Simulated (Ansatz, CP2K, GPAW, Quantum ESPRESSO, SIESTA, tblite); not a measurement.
# Twisted graphene monolayer on bilayer, 77.90° (186 atoms) in GPAW, part 2 of 2

How do the settings of GPAW change the result for twisted graphene monolayer on bilayer, 77.90° (186 atoms)? A plane-wave run serves as the yardstick.

Program: GPAW 26.7.0; the method stands at each step. Banners, paths, timers and routine set-up lines are dropped from the logs unmarked, and long logs keep their key lines alone; longer cuts are marked.

So far. Step 3 (PBE, LCAO dzp, h 0.2 Å, other mixer settings): Against the first run (6.9 %), the force difference from the reference is 7.0 %, at 1.3 times the CPU time: another solver or mixer reaches the same state. Step 4 (PBE, LCAO sz(dzp), h 0.2 Å): Against the first run (6.9 %), the force difference from the reference is 31 %, at 0.13 times the CPU time (on 1 against 4 cores), with 744 basis functions against 2418: the smaller basis costs accuracy.

## 5. PBE, LCAO szp(dzp), h 0.2 Å

Method: Kohn-Sham DFT, PBE, PAW, atomic orbitals (szp(dzp)).

run.py

```python
import numpy as np
from ase.io import read
from gpaw import GPAW, FermiDirac
from ase.parallel import parprint as print

atoms = read("structure.xyz")
atoms.calc = GPAW(
    mode="lcao",
    basis="szp(dzp)",
    h=0.2,
    xc="PBE",
    kpts={"size": (1, 1, 1), "gamma": True},
    occupations=FermiDirac(0.05),
    maxiter=200,
    symmetry={"point_group": False},
    txt="gpaw.txt",
)
energy = atoms.get_potential_energy(force_consistent=True)
forces = atoms.get_forces()
print(f"energy {energy:.6f} eV")
print("forces (eV/A)")
for i, (a, f) in enumerate(zip(atoms, forces)):
    print(f"{i:4d} {a.symbol:2s} {f[0]:10.5f} {f[1]:10.5f} {f[2]:10.5f}")
print(f"Fermi level {atoms.calc.get_fermi_level():.4f} eV")
for k in range(len(atoms.calc.get_ibz_k_points())):
    for s in range(atoms.calc.get_number_of_spins()):
        e = atoms.calc.get_eigenvalues(kpt=k, spin=s)
        n = np.searchsorted(e, atoms.calc.get_fermi_level())
        print(f"k {k} spin {s} levels about the Fermi level:", np.round(e[max(n - 6, 0):n], 4).tolist(), "|", np.round(e[n:n + 6], 4).tolist())
```

structure.xyz

```xyz
186
Lattice="13.69670 0.00000 0.00000 -6.84835 11.86169 0.00000 0.00000 0.00000 20.69000" Properties=species:S:1:pos:R:3 pbc="T T T"
[... 186 atom lines left out: the same atoms as in the first run ...]
```

Launch:

```console
OMP_NUM_THREADS=1 mpirun -np 2 gpaw python run.py > output.txt
```

The log of the run:

```text
energy -1494.426077 eV
forces (eV/A)
   0 C    -3.92123    1.84400   -0.02073
   1 C     1.93617   -0.22350    0.09238
   2 C    -2.26807   -5.19386    0.05786
   3 C     2.22595    0.40826   -0.02557
   4 C    -4.63511    1.86526    0.41633
   5 C     3.24999    3.32970    0.08565
   6 C    -1.87968    2.51428   -0.39019
   7 C     4.12412   -1.72612    0.02290
   8 C    -1.13982    0.45215   -0.33765
   9 C    -1.81024   -3.41680    0.51614
  10 C     2.25713   -2.91760   -0.02038
  11 C     0.84720    2.93454    0.06633
  12 C    -2.62151   -0.16174    0.27080
  13 C     2.85823    2.10713    0.14883
  14 C     2.34919    2.14973    0.03528
  15 C    -2.90900   -2.13467   -0.18421
  16 C    -1.06779    0.20943   -0.27887
  17 C    -0.92183   -1.93064   -0.07490
  18 C     0.72239    2.78114   -0.47524
  19 C    -2.13297   -1.61337    0.81487
  20 C    -2.35534   -3.90821    0.38220
  21 C     1.79874   -0.12986    0.09014
  22 C     0.28019   -1.88863    0.02845
  23 C    -3.14255    3.48066    0.03626
[...]
178 C     3.59849    0.03468   -0.03836
 179 C    -3.33207   -0.67136   -0.32622
 180 C    -3.95260    0.85355    0.15743
 181 C    -1.04055    0.60743    0.14234
 182 C     5.48931    2.74912   -0.10539
 183 C    -4.14115    0.53967   -0.08584
 184 C     5.96778   -1.07465   -0.18380
 185 C     0.56507   -0.08570   -0.43463
Fermi level -0.8780 eV
k 0 spin 0 levels about the Fermi level: [-2.5618, -2.5391, -2.4972, -2.4641, -2.4267, -2.3528] | [0.3297, 0.3871, 0.4749, 0.5003, 0.5237, 0.5489]
```

gpaw.txt:

```text
Input parameters:
  mode=LCAO(),
  basis={'default': 'szp(dzp)'},
  h=0.2,
  kpts=MonkhorstPack(size=(1, 1, 1), gamma=True),
  maxiter=200,
  occupations=Occupations(name='fermi-dirac', width=0.05, fixmagmom=False),
  symmetry=Symmetry(point_group=False),
  xc=XC(name='PBE')
Unit cell  # Å
| periodic |         x |         y |         z |   lengths |     angles |
[... lines left out ...]
  Fermi-Dirac:
[... lines left out ...]
convergence criteria:
- Maximum [total energy] change in last 3 cyles: 0.0005 eV / valence electron
[... lines left out ...]
Converged in 9 steps
[... lines left out ...]
  Free energy:   -1494.426077
  Extrapolated:  -1494.426077
dipole moment: (50.005312, -34.465321, 0.003252)  # |e|*Ang
Fermi level: -0.878
Eigenvalues  # (at kpt = [0.000, 0.000, 0.000])
| band index |      eig [eV] | occ [0-2] |
|------------|---------------|-----------|
|          0 |       -20.969 |     2.000 |
|        ... |               |           |
|        364 |        -2.607 |     2.000 |
|        365 |        -2.599 |     2.000 |
[...]
|        379 |         0.586 |     0.000 |
|        ... |               |           |
|        450 |         6.221 |     0.000 |
Gap: 2.682 eV
Transition (v -> c):
  (s=0, k=0, n=371, [0.00, 0.00, 0.00]) -> (s=0, k=0, n=372, [0.00, 0.00, 0.00])
No difference between direct/indirect transitions
Force computation time: 16.953  # s
timing:  # [seconds]
  Total:  100.608  # ━━━━━━━━━━━━━━━━━━━━━━━━━━━━━━━━━━━━━━━━━━━━━━━━━━━━━━━━
  Init:     8.208  # ━━━━╸
  SCF:     75.439  # ━━━━━━━━━━━━━━━━━━━━━━━━━━━━━━━━━━━━━━━━━━
  Forces:  16.953  # ━━━━━━━━━╸
```

It took 1.7 min on 2 MPI ranks of Arm Neoverse V1, shared host; peak memory 2 GiB.

Numbers from this run, and their distance from the reference:

- r.m.s. force component: 1.99 eV/Å
- r.m.s. difference of force components: 240.8 meV/Å
- longest difference of force vectors: 1136 meV/Å
- force difference over r.m.s. force: 12.9 %
- slope of forces against the reference's: 1.061
- correlation of force components: 0.9943

This is a coarse setting, run to see what it loses.

Against the first run (6.9 %), the force difference from the reference is 13 %, at 0.37 times the CPU time (on 2 against 4 cores), with 1674 basis functions against 2418: the smaller basis costs accuracy.

## 6. Side by side

Differences are against the plane-wave reference, forces as r.m.s. over components; share is that over the reference's r.m.s. force, slope the least-squares factor from reference forces to these. Total energies of different programs have different zeros and aren't compared.

```tsv
run	Δ force, r.m.s. (meV/Å)	share (%)	slope	cores	CPU time	memory (GiB)
reference	-	-	-	4	72 min	14
GPAW PBE, LCAO dzp, h 0.2 Å	128	6.88	1.058	4	9.2 min	4.0
GPAW PBE, LCAO dzp, h 0.2 Å, other mixer settings	130	6.96	1.059	4	12 min	4.0
GPAW PBE, LCAO sz(dzp), h 0.2 Å (coarse)	574	30.8	1.255	1	69 s	1.4
GPAW PBE, LCAO szp(dzp), h 0.2 Å (coarse)	241	12.9	1.061	2	3.4 min	2.0
```

Rows marked coarse were listed beforehand as settings not expected to be converged; some can still land near the reference.

CPU time is summed over cores on a shared host, where runs went side by side, so it is rough. Symmetry, cutoffs, thresholds, outputs and thread counts weren't matched or tuned between programs; memory under MPI is the largest rank's times the ranks.

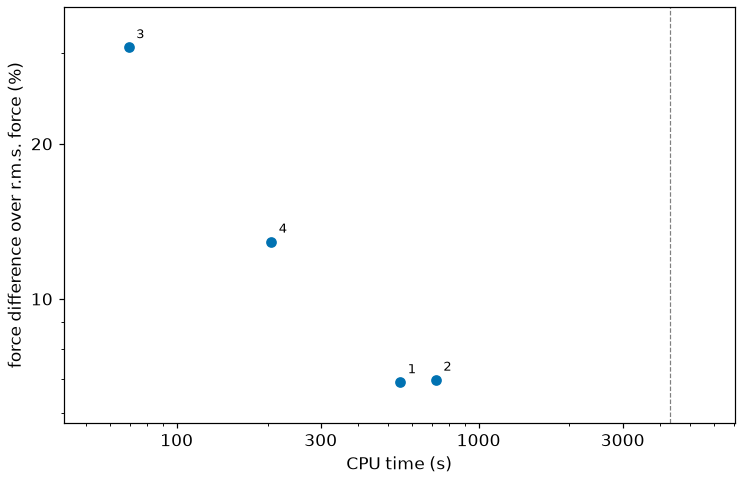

Force difference against CPU time; the dashed line marks the reference's time. Points: 1 GPAW PBE, LCAO dzp, h 0.2 Å; 2 GPAW PBE, LCAO dzp, h 0.2 Å, other mixer settings; 3 GPAW PBE, LCAO sz(dzp), h 0.2 Å; 4 GPAW PBE, LCAO szp(dzp), h 0.2 Å.

Within one program, basis, potentials and functional, energies share a zero. Each run against its twin at the usual cutoff or grid and solver:

```tsv
run	twin	Δ energy (meV/atom)	Δ force, r.m.s. (meV/Å)	CPU time over the twin's
GPAW PBE, LCAO dzp, h 0.2 Å, other mixer settings	LCAO dzp, h 0.2 Å	-1.0e-4	2.83	1.3
```

## 7. Outcome

```json
{
 "nearest in forces": "GPAW PBE, LCAO dzp, h 0.2 Å, 6.9 %",
 "its CPU time": "9.2 min"
}
```

**Reading.** The PBE runs in local orbitals, coarse settings apart, differ by 6.9 % (GPAW PBE, LCAO dzp, h 0.2 Å) to 7.0 % (GPAW PBE, LCAO dzp, h 0.2 Å, other mixer settings); basis, grid and potentials can all enter. Runs with settings chosen to be coarse differ by 13 % (GPAW PBE, LCAO szp(dzp), h 0.2 Å) to 31 % (GPAW PBE, LCAO sz(dzp), h 0.2 Å), their programs' other errors included. Of the electronic-structure runs that take under half the reference's CPU time, GPAW PBE, LCAO dzp, h 0.2 Å is among the nearest, at 6.9 % in 9.2 min against 72 min. GPAW PBE, LCAO sz(dzp), h 0.2 Å stiffens the forces by a factor of 1.25 while following their directions (correlation 0.991); the slopes of the 4 GPAW runs lie between 1.06 and 1.25. The reference's PBE has no dispersion term, which matters for the binding between molecules or layers. One k-point is far too coarse for the carbon or group-IV sheet, and it can put spurious forces of up to about 1 eV/Å on the sheet's atoms. The electronic-structure runs sample only Γ, in a cell whose shortest periodic width is 12 Å.

[Also dropped from logs without a mark: logging warnings of Python, and SIESTA's first energy breakdown and zero terms.]

[Logs are printed without paths, hosts, clocks, repeated set-up lines and the standing remarks that a program may print on its own settings, such as how far it seeks lower states.]

[Hosts, paths, dates, database ids (printed as entryN), source tags and the programs' standing remarks are cut or masked in the printed files.]
